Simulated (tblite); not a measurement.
C6H5NSe: molecular dynamics

- system: C6H5NSe, SMILES CC#Cc1cnc[se]1
- method: GFN2-xTB Langevin dynamics, gas phase (tblite 0.8.0)

It belongs to a series of runs on one base structure; here: H on C replaced by propynyl.

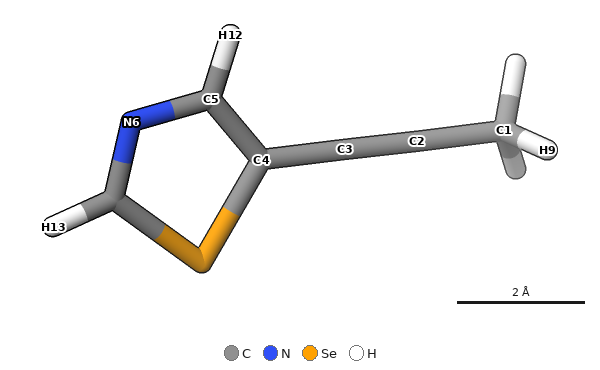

Fig. 1: The input geometry (stick view, seen at a tilt; atoms are numbered from 1 in the order of the input). Bond lengths as drawn: C–C 1.21 to 1.44 Å, C–H 1.08 to 1.09 Å, C–N 1.28 to 1.35 Å and C–Se 1.89 Å.

The input:
```
{"job": {"kind": "md", "xc": "GFN2-xTB", "basis": "xTB", "temperature": 600, "steps": 2000, "every": 50}, "charge": 0, "multiplicity": 1}
C     -3.207604    -0.117262    -0.076573
C     -1.766042    -0.116294    -0.114297
C     -0.561276    -0.101884    -0.155552
C      0.834884    -0.097170    -0.196290
C      1.639388     0.894543    -0.700530
N      2.970341     0.704740    -0.644892
C      3.317743    -0.404885    -0.115590
Se     1.898897    -1.511358     0.461499
H     -3.601640    -0.642252    -0.947061
H     -3.581620     0.906343    -0.081061
H     -3.556965    -0.619156     0.825673
H      1.264405     1.805959    -1.133186
H      4.345101    -0.700838    -0.001115
```

The first line tells a small driver script what to run in tblite; the rest is the geometry in Å.

Hardware: 1 CPU thread, shared host.

Command:
```bash
OMP_NUM_THREADS=1 python <driver script> task.json out
```

The program's output:
```
t/fs     T/K      E/eV
    0.0   500.1   -582.62561
   25.0   372.4   -582.03912
   50.0   463.6   -581.92523
   75.0   507.7   -581.91535
  100.0   642.6   -582.11000
  125.0   557.8   -581.77162
  150.0   613.7   -581.67661
  175.0   576.0   -581.79235
  200.0   564.2   -582.11206
  225.0   559.0   -581.97052
  250.0   419.1   -581.80902
  275.0   571.5   -582.05341
  300.0   596.3   -582.07203
  325.0   557.0   -582.02423
  350.0   751.5   -582.33481
  375.0   602.5   -582.09203
  400.0   676.2   -582.15280
  425.0   666.7   -581.98528
  450.0   575.6   -581.93080
  475.0   553.8   -581.69382
  500.0   453.1   -581.51897
  525.0   549.5   -581.80155
  550.0   458.2   -581.78733
  575.0   674.2   -581.88467
  600.0   629.3   -581.93690
  625.0   698.5   -581.91070
  650.0   553.8   -581.64917
  675.0   597.4   -581.80189
  700.0   641.5   -581.83172
  725.0   689.6   -581.84588
  750.0   580.0   -581.94350
  775.0   372.1   -581.70022
  800.0   520.6   -581.99969
  825.0   544.6   -582.21024
  850.0   380.2   -581.79813
  875.0   524.0   -581.90829
  900.0   788.7   -582.07723
  925.0   585.0   -581.67086
  950.0   588.1   -581.85814
  975.0   442.4   -581.64324
 1000.0   752.3   -581.77469
```

Trajectory as extended XYZ (Å, eV, eV/Å), 8 of the 41 frames kept, from step=0 to step=40:
```
13
Properties=species:S:1:pos:R:3:forces:R:3 step=0 time_fs=0.0 energy=-582.62561 temperature=500.1
C    -3.2076   -0.1173   -0.0766   -0.0016   0.0008  -0.0009
C    -1.7660   -0.1163   -0.1143    0.0047  -0.0053   0.0025
C    -0.5613   -0.1019   -0.1556   -0.0039   0.0014   0.0004
C     0.8349   -0.0972   -0.1963    0.0032  -0.0036   0.0023
C     1.6394    0.8945   -0.7005    0.0027   0.0004   0.0017
N     2.9703    0.7047   -0.6449   -0.0010  -0.0005  -0.0028
C     3.3177   -0.4049   -0.1156    0.0001  -0.0020   0.0006
Se    1.8989   -1.5114    0.4615   -0.0011   0.0047  -0.0030
H    -3.6016   -0.6423   -0.9471   -0.0034   0.0025  -0.0006
H    -3.5816    0.9063   -0.0811   -0.0032   0.0009  -0.0025
H    -3.5570   -0.6192    0.8257    0.0046  -0.0005   0.0007
H     1.2644    1.8060   -1.1332   -0.0037   0.0026  -0.0009
H     4.3451   -0.7008   -0.0011    0.0026  -0.0015   0.0025
13
Properties=species:S:1:pos:R:3:forces:R:3 step=6 time_fs=150.0 energy=-581.67661 temperature=613.7
C    -3.3063    0.2506    0.4783   -2.5151   2.3496   0.7969
C    -1.9521   -0.0213    0.2274    2.4255  -1.2472  -0.9083
C    -0.7817   -0.3160    0.0142    0.0300   0.9019   0.1368
C     0.6463   -0.3137   -0.2200   -1.0945  -0.2137   0.5370
C     1.3924    0.7080   -0.7976    0.0653  -2.9785   0.4243
N     2.6977    0.4492   -1.0404   -0.4552   0.5953   1.1141
C     3.1178   -0.6059   -0.4616    0.4885  -0.2382  -0.1361
Se    1.7768   -1.6953    0.3974    0.4148   0.2209  -0.6224
H    -3.4662    1.3674    0.3239    0.3052  -0.8430  -0.2404
H    -3.5526    0.1871    1.5389    0.3441  -0.4492   0.3840
H    -4.2106   -0.1890    0.0022    1.3022  -0.4056  -0.3960
H     0.9308    1.6046   -0.7033   -0.7127   2.6883  -1.0249
H     4.1936   -0.7969   -0.4536   -0.5979  -0.3807  -0.0651
13
Properties=species:S:1:pos:R:3:forces:R:3 step=11 time_fs=275.0 energy=-582.05341 temperature=571.5
C    -3.4007    0.1868    0.5781   -2.9505  -1.1359   0.5256
C    -2.0065    0.0480    0.4841    1.6438  -0.2117  -0.3564
C    -0.8310   -0.1297    0.2312    0.0245  -0.1153   0.2466
C     0.5393   -0.4278    0.0019   -0.9824   1.4633  -0.4810
C     1.4439    0.4403   -0.6490   -3.3683   0.7456   0.9805
N     2.6081    0.0204   -0.9225    3.2675  -3.3938   0.5052
C     2.8429   -1.2095   -0.4774   -0.6036   1.2015  -0.9301
Se    1.3013   -2.0608    0.3193    1.1705   0.0470  -0.2590
H    -3.9584   -0.3487   -0.2398    0.7660   0.0692   0.5100
H    -3.8398    1.1514    0.5585    0.4182   1.5667  -0.4262
H    -3.8865   -0.1571    1.5372    1.0017  -0.4301  -0.5476
H     1.2165    1.4513   -0.9176   -0.3979   0.2669  -0.0178
H     3.7352   -1.7342   -0.7629    0.0106  -0.0735   0.2501
13
Properties=species:S:1:pos:R:3:forces:R:3 step=17 time_fs=425.0 energy=-581.98528 temperature=666.7
C    -3.5676    0.1080    1.3605    0.1673   0.1190   1.3138
C    -2.1914   -0.2082    1.0955   -0.4156   0.2053   0.2008
C    -1.0231   -0.3612    0.8701    0.5028  -1.0762  -0.8311
C     0.2016   -0.7856    0.3063   -2.0021  -0.4737   1.2419
C     1.1020    0.1483    0.0156    1.4856   1.4937   0.1965
N     2.3113   -0.2692   -0.3394    1.1240  -0.0323  -0.9525
C     2.4246   -1.5016   -0.4714    0.9451  -2.4707  -0.3662
Se    0.8092   -2.5806    0.0364    0.6902   1.4769  -0.2702
H    -3.6758    0.4616    2.4574   -0.1872  -1.1135  -1.5142
H    -4.1320   -0.7860    1.0170   -0.0801   0.7670   0.7927
H    -3.8231    0.9734    0.7779   -0.3408   0.3049  -0.4578
H     1.1229    1.2134    0.1350   -0.9019   0.2580   0.1678
H     3.3413   -2.0273   -0.8316   -0.9873   0.5417   0.4786
13
Properties=species:S:1:pos:R:3:forces:R:3 step=23 time_fs=575.0 energy=-581.88467 temperature=674.2
C    -3.4899   -0.3598    2.2930    3.4388  -1.9551   0.9126
C    -2.1502   -0.3093    1.6092    0.5268  -1.1179  -1.8298
C    -1.2746   -0.6064    0.7758   -2.7342   1.3601   2.5111
C    -0.1035   -0.7575    0.0848    1.0377  -0.9970   0.7529
C     0.7475    0.0719   -0.5762   -0.0820   0.2309   0.0017
N     1.8777   -0.4839   -1.0197    0.6094   1.7364  -1.1777
C     2.0851   -1.6879   -0.7365    0.1619  -0.3874   0.3161
Se    0.8646   -2.4722    0.3824   -1.3087  -0.0279   0.0749
H    -3.2566   -0.9508    3.2796   -0.6548   1.3202  -1.3566
H    -4.0763   -1.0328    1.6972   -0.6979   0.2507  -0.2112
H    -3.8027    0.6361    2.4526   -0.7219   0.5392   0.2251
H     0.6646    1.1342   -0.7655   -0.4661  -0.2381  -0.0009
H     2.9416   -2.1572   -1.1160    0.8910  -0.7142  -0.2180
13
Properties=species:S:1:pos:R:3:forces:R:3 step=29 time_fs=725.0 energy=-581.84588 temperature=689.6
C    -3.4551   -0.6866    2.6354    0.5421  -2.9002  -0.7373
C    -2.4440   -0.6146    1.6233    3.5113   1.1839  -1.3870
C    -1.3748   -0.4095    1.0187   -2.1276  -1.4734   0.5594
C    -0.3081   -0.7529    0.1354   -0.1602   0.2531  -0.0025
C    -0.0284   -0.1763   -1.0785    0.9357   0.1997  -0.2361
N     1.0920   -0.5495   -1.7980   -0.8958  -1.9518   1.3693
C     1.6826   -1.6125   -1.3510   -2.7637   2.4692   1.5855
Se    0.9046   -2.1671    0.4952    0.5928   0.3527  -1.4490
H    -3.1036   -0.4088    3.5891    0.3917   0.6011   0.9801
H    -3.6129   -1.8214    2.6786   -0.3180   1.2078   0.1837
H    -4.3442   -0.2136    2.3564   -1.2475   0.7073  -0.2825
H    -0.6647    0.5929   -1.4790    0.1559   0.1906  -0.1015
H     2.4791   -2.0514   -1.8290    1.3832  -0.8398  -0.4820
13
Properties=species:S:1:pos:R:3:forces:R:3 step=34 time_fs=850.0 energy=-581.79813 temperature=380.2
C    -3.4141   -0.6381    3.0532    0.3038  -1.5247   0.8598
C    -2.6070   -0.7647    1.8399   -1.2277   0.6662   2.1590
C    -1.7004   -1.0022    1.1032    1.5755   0.4449  -1.8403
C    -0.6147   -1.0106    0.1792   -1.9193  -0.9325   1.7579
C    -0.4647   -0.4731   -1.0403   -1.0171   1.8637  -2.1717
N     0.6993   -0.6848   -1.6267    2.2879  -1.0438  -0.8698
C     1.5042   -1.5156   -1.0729   -0.8124   0.4405   1.2853
Se    0.7794   -2.1304    0.6593    0.9132  -0.0506  -0.6064
H    -3.5436    0.3900    3.4702    0.6577  -0.8693  -0.4215
H    -2.9177   -1.4097    3.8355   -1.1198   1.9116  -1.3578
H    -4.4296   -1.0009    2.8481    0.1840  -0.0445   0.0846
H    -1.1019    0.1916   -1.7272    0.4434  -1.0112   1.7368
H     2.5489   -1.7362   -1.2033   -0.2692   0.1498  -0.6159
13
Properties=species:S:1:pos:R:3:forces:R:3 step=40 time_fs=1000.0 energy=-581.77469 temperature=752.3
C    -4.0694   -0.6547    2.7622    1.1022   0.1485  -0.7642
C    -2.8813   -1.1334    2.0742    1.1827  -0.7660  -0.0825
C    -1.8471   -1.4369    1.5009   -0.6539  -0.0307   0.3919
C    -0.7705   -1.6007    0.6177    0.1255   0.2248  -1.1081
C    -0.8365   -1.0378   -0.6761   -0.4518   0.7786   1.6130
N     0.3229   -1.0120   -1.3668    0.1659   0.1055   0.2354
C     1.3104   -1.5537   -0.7452    0.3679  -0.0305  -0.8653
Se    1.0616   -2.4246    0.8581   -2.2451   0.7684   0.6018
H    -3.7709    0.2885    3.1570    0.0173   1.3472  -0.0077
H    -4.3688   -1.1452    3.6682   -0.3820  -1.0765  -0.2244
H    -4.7687   -0.5423    1.9404   -0.6817  -0.0328   0.5524
H    -1.7316   -0.3495   -0.9579    1.7275  -1.5786   0.2062
H     2.3395   -1.5749   -1.0809   -0.2744   0.1421  -0.5485
```

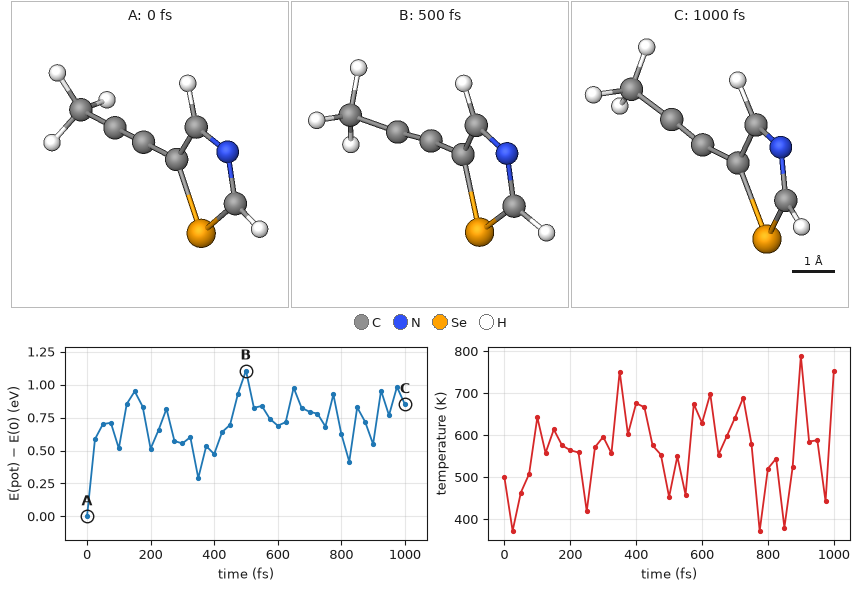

Fig. 2: Frames of the molecular dynamics (ball-and-stick, seen at an oblique angle) above the curves, on which the letters mark them. The trajectory kept here has 41 frames over 1000 fs. The temperature starts at 500 K, ranges from 372 to 789 K and averages 573 K over the second half. The potential energy ends 0.851 eV above its first value. After an unweighted best fit of the last frame on the first, the root-mean-square displacement is 1.02 Å, and H11 has moved furthest (2.24 Å).

Key numbers:

| quantity | value |
| --- | --- |
| outcome | finished |
| mean temperature over the second half | 573 K |
| trajectory | 41 frames kept, 1000 fs |
| wall time | 12 s |
| peak memory | 0.18 GiB |
